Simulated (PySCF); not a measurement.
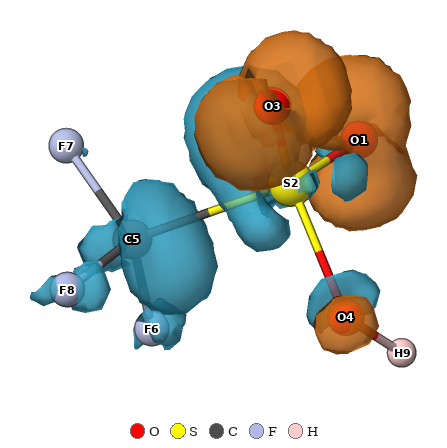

CHF3O3S, SMILES `O=S(=O)(O)C(F)(F)F`. Unrelaxed difference density of S₃ less the ground state (TDA singlet states), ±0.05 e/Å³; light blue: gain, orange: loss.

Method: PBE0/def2-SVP; geometry: GFN2-xTB; program: PySCF. No frequency check shows the geometry to be a minimum. GFN2-xTB bond lengths at metals and heavier atoms can be off by up to 0.1 Å and shapes distorted, which carries into these values. Without diffuse functions Rydberg states are missing, so the states' numbers hold for this basis only.

Input

```python
import numpy as np
from pyscf import gto, scf, dft, tdscf
from pyscf.scf import atom_ks, atom_hf
from scipy.linalg import block_diag

def solve(mol, dm0=None, hcore=None):
    mf = (dft.UKS if mol.spin else dft.RKS)(mol, xc='pbe0')
    mf.grids.level = 3
    mf = mf.density_fit(auxbasis='def2-universal-jkfit')
    mf.conv_tol, mf.max_cycle = 1e-8, 80
    if hcore is not None:
        mf.get_hcore = lambda *args: hcore
    mf.kernel(dm0)
    if not mf.converged:
        mf = mf.newton().run(mf.mo_coeff, mf.mo_occ, max_cycle=30)
    assert mf.converged, 'SCF not converged'
    return mf

mol = gto.M(atom='''
O      1.27617     0.03230    -1.39486
S      0.86467     0.14879    -0.04137
O      1.24291     1.25040     0.75528
O      1.19105    -1.20178     0.71670
C     -0.99767     0.01083    -0.00449
F     -1.32764    -1.14870    -0.56659
F     -1.56465     0.99536    -0.68015
F     -1.43660     0.02187     1.24223
H      1.43033    -1.90977     0.11243
''', basis='def2-svp', charge=0, spin=0, verbose=4)
mf = solve(mol)
td = mf.TDA()
td.nstates, td.singlet, td.conv_tol = 6, True, 1e-5
td.kernel()
td.analyze()
x, y = np.array([p[0] for p in td.xy]), np.array([p[1] + 0 * p[0] for p in td.xy])
f, mu = td.oscillator_strength(), td.transition_dipole()
nto = [td.get_nto(state=i + 1, verbose=4) for i in range(len(td.e))]
# spherically averaged free atoms, for the promolecule
atm = atom_ks.get_atm_nrks(mol, xc='pbe0')
pro = block_diag(*[(atm[a[0]][2] * atm[a[0]][3]) @ atm[a[0]][2].T for a in mol._atom])
np.savez('result.npz', e=td.e, f=f, ok=td.converged, w=[n[0] for n in nto], nto=[n[1] for n in nto], x=x, y=y, c=mf.mo_coeff, occ=mf.mo_occ, eps=mf.mo_energy, pro=pro, mu=mu)
```

Run with:

```sh
OMP_NUM_THREADS=1 python input.py
```

The run took 89 s on 1 thread of Intel(R) Xeon(R) 6975P-C (Granite Rapids) (shared host), peak memory 0.66 GiB.

Q: How does the charge move on excitation?

A: 0.71 e is displaced in all, of which about 0.6 e passes between atoms: O1 (0.29 e) and O3 (0.26 e) lose electrons and S2 (0.21 e) and C5 (0.17 e) gain them. The state: 9.20 eV (135 nm), f = 0.001 (very weak); the leading pair carries 74 %; hole on O1 (41 %), O3 (39 %) and S2 (12 %), electron on S2 (33 %), C5 (18 %) and O3 (13 %) (shares are of the whole state, not of the leading pair alone); their centroids lie 0.9 Å apart.
